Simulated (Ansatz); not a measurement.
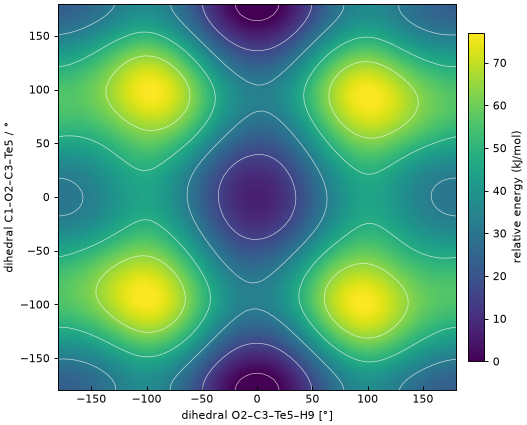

C2H4OSTe, SMILES COC(=S)[TeH]. First axis: dihedral O2–C3–Te5–H9. Second axis: dihedral C1–O2–C3–Te5. Nothing is relaxed (all other coordinates rigid). The grid has 9 × 9 points. Points are written as (first, second). All energies are given in kJ/mol relative to the lowest grid point. Computed with RKS B3LYP-D4/def2-SVP in Ansatz.

The picture shows a smooth colour map with a few white contour lines. Between grid points the surface is interpolated.

The lowest grid point is at (−20°, −180°). The bottom of the well lies between grid points, at about (0°, −180°), about 3.6 kJ/mol lower on the interpolated surface. There are further wells near (20°, −20°) (12 kJ/mol above the lowest at that grid point); (−180°, −180°) (23 kJ/mol above the lowest at that grid point); (−180°, −20°) (33 kJ/mol above the lowest at that grid point). The highest grid point, (−100°, 100°), lies 77 kJ/mol above the lowest. On the interpolated surface the easiest way out of the lowest well to the well at about (0°, 0°) passes a barrier of about 37 kJ/mol, counted from the interpolated bottom of the well. Round the minimum the two coordinates are nearly uncoupled.

The level of theory is changed to RKS SPW92 (LDA)/def2-SVP (Ansatz); with it change the reference geometry, relaxed at the new level; the new grid has 18 × 18 points, laid about the new relaxed structure.

### What will the new map look like?

The minimum (interpolated where it lies between grid points) moves from about (0°, −180°) to (0°, −180°). The span from the lowest to the highest grid point grows from 77 to 94 kJ/mol. The easiest pass out of the lowest well goes from about 37 to about 42 kJ/mol on the interpolated surfaces.

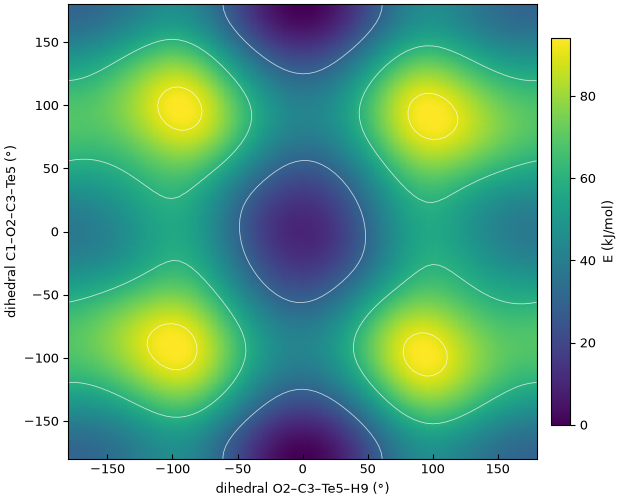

The map after the change, on a colour scale of its own. The picture shows a smooth colour map with a few white contour lines. Between grid points the surface is interpolated.
